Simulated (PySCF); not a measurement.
Vertical excitations of a molecule C₂H₇ClOSi₂ from TDA-PBE/def2-SVPD in PySCF 2.14.0, as energy in eV (oscillator strength): 5.02 (0.001), 5.52 (0.004), 5.72 (0.000), 6.16 (0.002), 6.20 (0.067), 6.32 (0.046), 6.40 (0.012), 6.53 (0.016), 6.84 (0.044), 6.99 (0.011). Lowest triplet (TDA): 4.12 eV. Coordinates come from a PBE0-D3(BJ)/def2-SVP optimisation. The values are those of a single conformer.

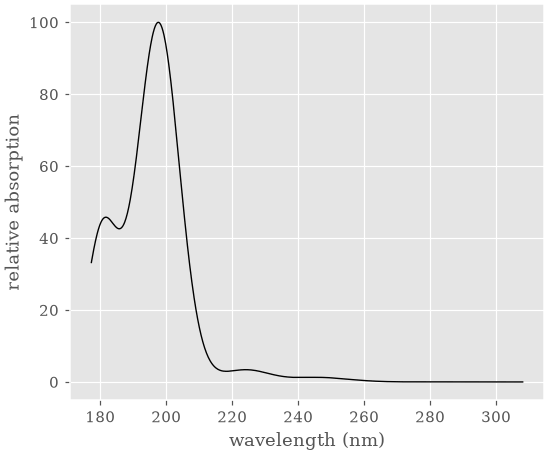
Figure: The lines broadened by 0.4 eV.

Q: Pick the molecule that these values belong to.
A) C=C([SiH3])[Si@H](O)Cl
B) O[Si@H](Cl)/C=C/[SiH3]
C) C[SiH2]C(=O)[SiH2]Cl
D) C[Si@H]1CO[Si@H]1Cl

A: A, C=C([SiH3])[Si@H](O)Cl
